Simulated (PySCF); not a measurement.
# GaH3 (SMILES [GaH3]) at 6 levels

Wanted: a comparison of 6 runs (B3LYP/6-31G*, BHLYP/def2-TZVPPD, BLYP/def2-TZVPPD, M06-L/def2-TZVPPD, PBE0/def2-TZVPPD, SCS-MP2/def2-TZVPPD) of GaH3. Input form: a Python script.

Program for the calculation: PySCF 2.14.0.

3 further runs of the same task are left out: 3 set aside as unsound or not needed.

**1. Starting point**

The species is GaH3 (4 atoms), meant as a singlet with charge 0. SMILES: `[GaH3]`. Geometry: relaxed at PBE0-D4/def2-TZVP.

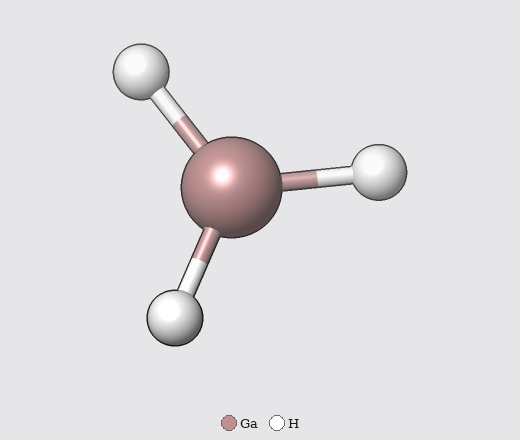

Viewed from a chosen angle; gallium pink, hydrogen white.

**2. The energy at B3LYP/6-31G(d) (spherical functions) (run 1)**

File job.py:

```python
from pyscf import gto, dft

system = gto.M(
    atom='''
Ga   0.013400  -0.014900  -0.004600
H    1.252400   0.343800   0.887700
H   -0.552100  -1.477800  -0.009700
H   -0.658400   1.088700  -0.893700
''',
    basis='6-31g*',
    max_memory=1860,
    verbose=3,
)

calc0 = dft.RKS(system)
calc0.xc = 'b3lyp'
calc0.conv_tol = 1e-10
calc0.grids.level = 5
calc0.kernel()
if not calc0.converged:
    calc0 = calc0.newton().run(calc0.mo_coeff, calc0.mo_occ)

energy = calc0.e_tot
print('E(%s) = %.9f' % ('B3LYP', energy))
```

On the command line:

```
$ OMP_NUM_THREADS=1 python job.py
```

Output:

```text
converged SCF energy = -1926.39212805784
E(B3LYP) = -1926.392128058
```

It took 4.5 s on 1 thread of Intel Xeon at 2.70GHz, shared host; peak memory 0.24 GiB.

**3. A single-point energy at BHLYP/def2-TZVPPD (run 2)**

File input.py:

```python
from pyscf import gto, dft

system = gto.M(
    atom=[
    ('Ga', (0.013400, -0.014900, -0.004600)),
    ('H', (1.252400, 0.343800, 0.887700)),
    ('H', (-0.552100, -1.477800, -0.009700)),
    ('H', (-0.658400, 1.088700, -0.893700)),
],
    max_memory=1860,
    charge=0,
    verbose=4,
    spin=0,
    basis='def2-tzvppd',
)

myscf = dft.RKS(system, xc='bhandhlyp')
myscf.conv_tol = 1e-10
myscf.grids.level = 5
myscf.kernel()
if not myscf.converged:
    myscf = myscf.newton().run(myscf.mo_coeff, myscf.mo_occ)

e_tot = myscf.e_tot
print('E(%s) = %.9f' % ('BHLYP', e_tot))
```

On the command line:

```
$ OMP_NUM_THREADS=1 python input.py
```

Output:

```text
PySCF version 2.14.0

[INPUT] num. atoms = 4
[INPUT] num. electrons = 34
[INPUT] charge = 0
[INPUT] spin (= nelec alpha-beta = 2S) = 0
[INPUT] symmetry False subgroup None
[INPUT] Mole.unit = angstrom
[INPUT] Symbol           X                Y                Z      unit          X                Y                Z       unit  Magmom
[INPUT]  1 Ga     0.013400000000  -0.014900000000  -0.004600000000 AA    0.025322330069  -0.028156919256  -0.008692740173 Bohr   0.0
[INPUT]  2 H      1.252400000000   0.343800000000   0.887700000000 AA    2.366692998405   0.649687841625   1.677509880776 Bohr   0.0
[INPUT]  3 H     -0.552100000000  -1.477800000000  -0.009700000000 AA   -1.043317793372  -2.792637266882  -0.018330343408 Bohr   0.0
[INPUT]  4 H     -0.658400000000   1.088700000000  -0.893700000000 AA   -1.244195680414   2.057344831814  -1.688848237524 Bohr   0.0

nuclear repulsion = 31.9625584262976
number of shells = 39
number of NR pGTOs = 163
number of NR cGTOs = 105
basis = def2-tzvppd
ecp = {}

******** <class 'pyscf.dft.rks.RKS'> ********
method = RKS
initial guess = minao
damping factor = 0
level_shift factor = 0
DIIS = <class 'pyscf.scf.diis.CDIIS'>
diis_start_cycle = 1
diis_space = 8
diis_damp = 0
SCF conv_tol = 1e-10
SCF conv_tol_grad = None
SCF max_cycles = 50
direct_scf = True
direct_scf_tol = 1e-13
XC library pyscf.dft.libxc version 7.0.0
    S. Lehtola, C. Steigemann, M. J.T. Oliveira, and M. A.L. Marques.,  SoftwareX 7, 1–5 (2018)
XC functionals = bhandhlyp
    Defined through Gaussian implementation.
radial grids:
    Treutler-Ahlrichs [JCP 102, 346 (1995); DOI:10.1063/1.469408] (M4) radial grids

becke partition: Becke, JCP 88, 2547 (1988); DOI:10.1063/1.454033
pruning grids: <function nwchem_prune>
grids dens level: 5
symmetrized grids: False
atomic radii adjust function: <function treutler_atomic_radii_adjust>
small_rho_cutoff = 0
Set gradient conv threshold to 1e-05
Initial guess from minao.
tot grids = 115896
init E= -1925.87917075461
  HOMO = -0.325857800033549  LUMO = -0.0611648430645735  gap/eV = 7.20266
cycle= 1 E= -1926.56930367625  delta_E= -0.69  |g|= 0.516  |ddm|= 1.31
  HOMO = -0.368171938389908  LUMO = -0.0552978480248267  gap/eV = 8.51374
cycle= 2 E= -1926.56892170733  delta_E= 0.000382  |g|= 0.583  |ddm|= 0.56
  HOMO = -0.358896026737631  LUMO = -0.0424049247174967  gap/eV = 8.61216
cycle= 3 E= -1926.59349077642  delta_E= -0.0246  |g|= 0.00965  |ddm|= 0.283
  HOMO = -0.358839331277753  LUMO = -0.03943915756465  gap/eV = 8.69132
cycle= 4 E= -1926.59354073482  delta_E= -5e-05  |g|= 0.00413  |ddm|= 0.0365
  HOMO = -0.359253781611751  LUMO = -0.0400309288800731  gap/eV = 8.68650
cycle= 5 E= -1926.59354398817  delta_E= -3.25e-06  |g|= 0.000416  |ddm|= 0.00541
  HOMO = -0.359165581988953  LUMO = -0.0399790844800307  gap/eV = 8.68551
cycle= 6 E= -1926.59354401125  delta_E= -2.31e-08  |g|= 1.4e-05  |ddm|= 0.000556
  HOMO = -0.359173193950696  LUMO = -0.0399831909612773  gap/eV = 8.68560
cycle= 7 E= -1926.59354401138  delta_E= -1.33e-10  |g|= 1.92e-06  |ddm|= 4.54e-05
  HOMO = -0.359172756703808  LUMO = -0.0399827418206913  gap/eV = 8.68560
cycle= 8 E= -1926.59354401138  delta_E= -4.32e-12  |g|= 1.7e-07  |ddm|= 9.92e-06
  HOMO = -0.359172770308237  LUMO = -0.039982737737926  gap/eV = 8.68560
Extra cycle  E= -1926.59354401138  delta_E= 5.46e-12  |g|= 4.23e-08  |ddm|= 5.95e-07
converged SCF energy = -1926.59354401138
E(BHLYP) = -1926.593544011
```

Wall time 11 s (1 thread of Intel Xeon at 2.70GHz, shared host); peak memory 0.52 GiB.

Runs 3 to 5 aren't shown in full; the table further down has their settings and results.

**4. A single-point energy at SCS-MP2/def2-TZVPPD (run 6)**

File run.py:

```python
from pyscf import gto, mp

mol = gto.Mole()
mol.atom = [
    ('Ga', (0.013400, -0.014900, -0.004600)),
    ('H', (1.252400, 0.343800, 0.887700)),
    ('H', (-0.552100, -1.477800, -0.009700)),
    ('H', (-0.658400, 1.088700, -0.893700)),
]
mol.basis = 'def2-tzvppd'
mol.max_memory = 1860
mol.spin = 0
mol.verbose = 4
mol.build()

mf = mol.RHF()
mf.conv_tol = 1e-10
mf.kernel()
if not mf.converged:
    mf = mf.newton().run(mf.mo_coeff, mf.mo_occ)

pt = mp.MP2(mf, frozen=9).run()
etot = mf.e_tot + 1.2 * pt.e_corr_os + pt.e_corr_ss / 3
print('E(%s) = %.9f' % ('SCS-MP2', etot))
```

On the command line:

```
$ OMP_NUM_THREADS=1 python run.py
```

Output:

```text
PySCF version 2.14.0

[INPUT] num. atoms = 4
[INPUT] num. electrons = 34
[INPUT] charge = 0
[INPUT] spin (= nelec alpha-beta = 2S) = 0
[INPUT] symmetry False subgroup None
[INPUT] Mole.unit = angstrom
[INPUT] Symbol           X                Y                Z      unit          X                Y                Z       unit  Magmom
[INPUT]  1 Ga     0.013400000000  -0.014900000000  -0.004600000000 AA    0.025322330069  -0.028156919256  -0.008692740173 Bohr   0.0
[INPUT]  2 H      1.252400000000   0.343800000000   0.887700000000 AA    2.366692998405   0.649687841625   1.677509880776 Bohr   0.0
[INPUT]  3 H     -0.552100000000  -1.477800000000  -0.009700000000 AA   -1.043317793372  -2.792637266882  -0.018330343408 Bohr   0.0
[INPUT]  4 H     -0.658400000000   1.088700000000  -0.893700000000 AA   -1.244195680414   2.057344831814  -1.688848237524 Bohr   0.0

nuclear repulsion = 31.9625584262976
number of shells = 39
number of NR pGTOs = 163
number of NR cGTOs = 105
basis = def2-tzvppd
ecp = {}

******** <class 'pyscf.scf.hf.RHF'> ********
method = RHF
initial guess = minao
damping factor = 0
level_shift factor = 0
DIIS = <class 'pyscf.scf.diis.CDIIS'>
diis_start_cycle = 1
diis_space = 8
diis_damp = 0
SCF conv_tol = 1e-10
SCF conv_tol_grad = None
SCF max_cycles = 50
direct_scf = True
direct_scf_tol = 1e-13
Set gradient conv threshold to 1e-05
[... 1 set-up line as earlier in the session ...]
init E= -1924.16510108641
  HOMO = -0.322761310914331  LUMO = -0.00352518763137954  gap/eV = 8.68686
cycle= 1 E= -1924.94337985001  delta_E= -0.778  |g|= 0.317  |ddm|= 1.28
  HOMO = -0.437461508347152  LUMO = 0.0207296734076738  gap/eV = 12.46802
cycle= 2 E= -1924.9592224018  delta_E= -0.0158  |g|= 0.247  |ddm|= 0.363
  HOMO = -0.430297661637876  LUMO = 0.0296291197238752  gap/eV = 12.51525
cycle= 3 E= -1924.96381395433  delta_E= -0.00459  |g|= 0.0252  |ddm|= 0.142
  HOMO = -0.427572446350024  LUMO = 0.0351315722585444  gap/eV = 12.59082
cycle= 4 E= -1924.96417943771  delta_E= -0.000365  |g|= 0.00505  |ddm|= 0.0859
  HOMO = -0.428240612819856  LUMO = 0.0345374958318896  gap/eV = 12.59283
cycle= 5 E= -1924.96418542132  delta_E= -5.98e-06  |g|= 0.000392  |ddm|= 0.0111
  HOMO = -0.428246960441776  LUMO = 0.0345261324268629  gap/eV = 12.59270
cycle= 6 E= -1924.96418546455  delta_E= -4.32e-08  |g|= 3.94e-05  |ddm|= 0.000762
  HOMO = -0.428244668779557  LUMO = 0.0345290194916492  gap/eV = 12.59271
cycle= 7 E= -1924.96418546531  delta_E= -7.61e-10  |g|= 5.65e-06  |ddm|= 0.000189
  HOMO = -0.428244260746765  LUMO = 0.0345294031123906  gap/eV = 12.59271
cycle= 8 E= -1924.96418546535  delta_E= -3.66e-11  |g|= 7.96e-07  |ddm|= 3.42e-05
  HOMO = -0.428244186782271  LUMO = 0.0345294942078054  gap/eV = 12.59271
Extra cycle  E= -1924.96418546534  delta_E= 1.34e-11  |g|= 2.61e-07  |ddm|= 1.12e-06
converged SCF energy = -1924.96418546534

******** <class 'pyscf.mp.mp2.RMP2'> ********
nocc = 8, nmo = 96
frozen orbitals 9
E(RMP2) = -1925.20974188504  E_corr = -0.245556419706878
E(SCS-RMP2) = -1925.2046877818  E_corr = -0.240502316465542
E_corr(same-spin) = -0.06249852367236
E_corr(oppo-spin) = -0.183057896034518
E(SCS-MP2) = -1925.204687782
```

Run time: 3 s. Hardware: 1 thread of Intel Xeon at 2.70GHz, shared host; peak memory 0.27 GiB.

**5. The series**

```
run                               level  integration grid  frozen core orbitals   energy (Eh)  dipole moment (D) of the reference  HOMO energy (eV)  LUMO energy (eV)  wall time
  1  B3LYP/6-31G* (spherical functions)                 5                     –  -1926.392128                                0.00             -8.42             -2.12      4.5 s
  2                   BHLYP/def2-TZVPPD                 5                     –  -1926.593544                                0.00             -9.77             -1.09       11 s
  3                    BLYP/def2-TZVPPD                 5                     –  -1926.683406                                0.00             -7.27             -2.64       11 s
  4                   M06-L/def2-TZVPPD                 5                     –  -1926.571376                                0.00             -7.55             -2.06       18 s
  5                    PBE0/def2-TZVPPD                 5                     –  -1926.361433                                0.00             -8.59             -1.82       11 s
  6                 SCS-MP2/def2-TZVPPD                 –                     9  -1925.204688                                0.00            -11.65              0.94        3 s
```

**6. Results**

```
                                          quantity           value
                               run 6: total energy  -1925.20469 Eh
       run 6: dipole moment (Hartree–Fock density)          0.00 D
        run 6: HOMO energy (Hartree–Fock orbitals)       -11.65 eV
        run 6: LUMO energy (Hartree–Fock orbitals)         0.94 eV
      run 6: HOMO–LUMO gap (Hartree–Fock orbitals)        12.59 eV
run 6: correlation energy (9 core orbitals frozen)      -240.5 mEh
```

What this shows: Over runs 1, 2, 3, 4, 5 the HOMO–LUMO gap runs from 4.63 eV (BLYP/def2-TZVPPD) to 8.69 eV (BHLYP/def2-TZVPPD). Totals of different functionals can't be ranked against each other. All runs together took 58 s, the longest 18 s.
